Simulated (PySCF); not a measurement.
```xyz
8

C    -1.0643   -0.0214   -0.0030
Si    0.8093    0.0274    0.1927
Br    1.6246    1.7971   -0.8765
Br    1.6928   -1.7769   -0.7579
H    -1.5270    0.8563    0.4400
H    -1.4818   -0.9006    0.4805
H    -1.3509   -0.0544   -1.0526
H     1.3064    0.0818    1.5523
```

Geometry: GFN2-xTB.

Theory: wB97X-D/def2-SVPD, SCF density, gas phase (PySCF 2.14.0).

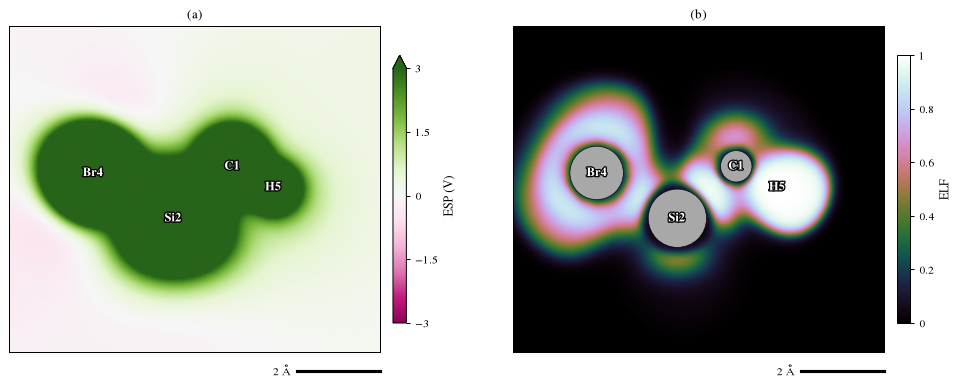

CH₄Br₂Si (SMILES C[SiH](Br)Br). (a) electrostatic potential; (b) ELF on the plane of atoms C1, Si2 and Br4. Grey discs cover the atomic cores in the ELF map.

> Describe what can be read from this map.

The plane passes through C, Si, Br and H nuclei.
C–Si (1.88 Å): the ELF peaks at about 0.95 between the atoms, as expected for localised, covalent bonding.
Si–Br (2.22 Å): the ELF peaks at about 0.90 between the atoms: a shared but strongly polarised pair.
C–H (1.09 Å): the ELF climbs to about 1 towards the hydrogen, as it does in any bond to H: a covalent bond by its length.
The ELF also peaks beside Br4, away from the bonds: lone-pair regions.
Outside the dense part of the molecule the potential is most negative (−0.5 V) near Br4.
